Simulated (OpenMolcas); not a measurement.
# Hf³⁺ among point charges: CASSCF levels and susceptibility

Aim: the splitting of the states of Hf³⁺ in the field of 5 point charges, its lowest levels with spin-orbit coupling and its magnetic susceptibility.

The numbers are computed with OpenMolcas 26.06 (state-averaged CASSCF, spin-orbit coupling by RASSI with atomic mean-field integrals), except any that are marked as measured or tabulated.

1 further run of the same task is left out (it didn't finish).

## (1) Starting point

| Item | Value |
| --- | --- |
| Species | Hf³⁺ (hafnium, Z = 72, 69 electrons) |
| Basis | ANO-RCC-VDZP [7s6p4d2f1g], 68 functions |
| Scalar Hamiltonian | DKH2, point nucleus |
| Inactive shells | 1s 2s 2p 3s 3p 3d 4s 4p 4d 4f 5s 5p |
| Active space | 1 electron in 5 orbitals (5d) |
| Some configurations of this space | 5d |
| Orbitals | optimised for each spin and parity, averaged over all roots |

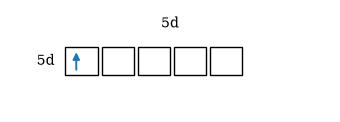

Outer shells as boxes.

The ion sits among 5 point charges of -2 e arranged as a trigonal bipyramid (D3h), 1.9 Å from the ion, with the axial distance 2.223 Å. The active orbitals were held to one l.

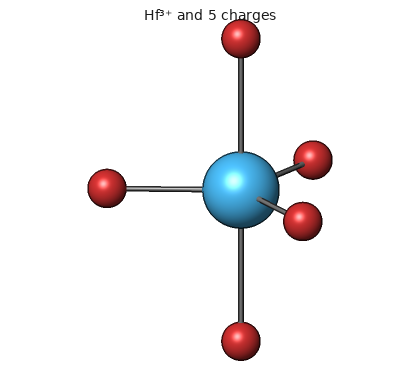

The ion and the point charges (red).

The work runs as a chain of OpenMolcas steps in one folder; each step below is one input file. Labels, J, g values, rates, χT and fits are worked out afterwards by a script from the matrices that RASSI stores.

## (2) One- and two-electron integrals

a.inp reads:

```
&GATEWAY
Coord
1

Hf 0.0 0.0 0.0
Basis=ANO-RCC-VDZP
Group=NoSym
NoMove
AngMom=0.0 0.0 0.0
AMFI
XField
5 Angstrom 0
1.900000 0.000000 0.000000 -2.000000
-0.950000 1.645448 0.000000 -2.000000
-0.950000 -1.645448 0.000000 -2.000000
0.000000 0.000000 2.223000 -2.000000
0.000000 0.000000 -2.223000 -2.000000
&SEWARD
```

## (3) Reference wave functions, doublets, 5 roots

a.inp reads:

```
&RASSCF
FileOrb=start.orb
Symmetry=1
Spin=2
nActEl=1 0 0
Inactive=34
Ras2=5
CIRoot=5 5 1
SDav=5
CIMx=300
Iter=120 100
PrWF=0.3
OrbListing=Nothing
MaxOrb=0
SupSym
1
20 10 11 12 13 14 19 20 21 22 23 35 36 37 38 39 48 49 50 51 52
>>> COPY $Project.JobIph JOB001
```

start.orb holds the contracted functions of the basis, ordered by shell, or the orbitals of the step before.

## (4) RASSI: spin-orbit coupling between the states

a.inp reads:

```
&RASSI
NrOfJobIphs=1 5
1 2 3 4 5
IphNames
JOB001
EJob
SpinOrbit
DIPRint=1.0
SOCoupling=1000.0
Subsets=2
Property=9
'ANGMOM' 1 'ANGMOM' 2 'ANGMOM' 3 'MLTPL  1' 1 'MLTPL  1' 2 'MLTPL  1' 3
'AMFI' 1 'AMFI' 2 'AMFI' 3
SOProperty=3
'ANGMOM' 1 'ANGMOM' 2 'ANGMOM' 3
```

**Question.** What will these runs give? Wanted: spin-free ground state; first state of the same spin within the active space; lowest level; next level.

**Answer**, as computed:

| quantity | value |
| --- | --- |
| method | CASSCF |
| spin-free ground state | 2E, 2-fold in its orbital part |
| first state of the same spin within the active space | 2E at 16800 cm⁻¹ |
| lowest level | 2-fold E1/2, g = 0.01, 0.37, 0.37 |
| next level | 1363.7 cm⁻¹ |
| χT at 300 K | 0.07 cm³ K/mol |
| effective moment at 300 K | 0.75 μB |

The spin-free ground state (2E) comes to 100 % from free-ion D terms and keeps the highest spin of the shell. χT at 300 K is 0.07, against 0.38 cm³ K/mol for the spin alone, so orbital moment lowers it. The field of point charges can differ much from that of real complexes. This is an electrostatic model: the charges have no orbitals.
